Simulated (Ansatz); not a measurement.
AlH5N2···HCl

```xyz
10

Al   -0.0234    0.4741   -0.5709
Cl    0.1941    1.1538    3.5611
N     1.5595   -0.1207   -1.1436
H     1.7194   -0.8002   -1.8864
H     2.4444    0.1686   -0.7292
N    -1.5847   -0.0428   -1.2656
H    -1.7205   -0.7176   -2.0175
H    -2.4839    0.2989   -0.9297
H    -0.0439    1.5426    0.6319
H     0.0933    1.3083    2.2549
```

Computed with RKS PBE-D4/6-31G* (Ansatz 0.2.0).

What can the converged electron density and electron localisation function tell about the bonding?

Answer. H4···H5 (1.67 Å): the density falls to about 1.6 e/Å³ on the way; the ELF is about 0.65 at the midpoint.
Al–N (1.79 Å): ρ at the midpoint is about 0.79 e/Å³; the ELF peaks at about 0.90 in the valence shell of N, 0.6 Å from its nucleus, and is about 0.55 at the midpoint.
N–H (1.02 Å): ρ is about 2.7 e/Å³ halfway; the ELF climbs to about 1 towards the hydrogen, as it does in any bond to H (a covalent bond by its length).
Al–H (1.61 Å): ρ at the midpoint is about 0.49 e/Å³; the ELF climbs to about 1 towards the hydrogen.

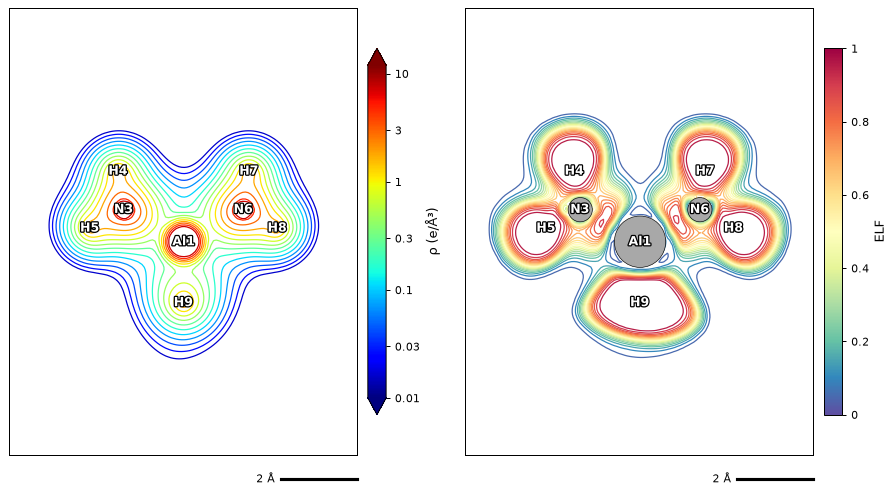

Computed electron density and electron localisation function on the plane of atoms Al1, N3 and H4, in this order. Grey discs cover the atomic cores in the ELF map. 
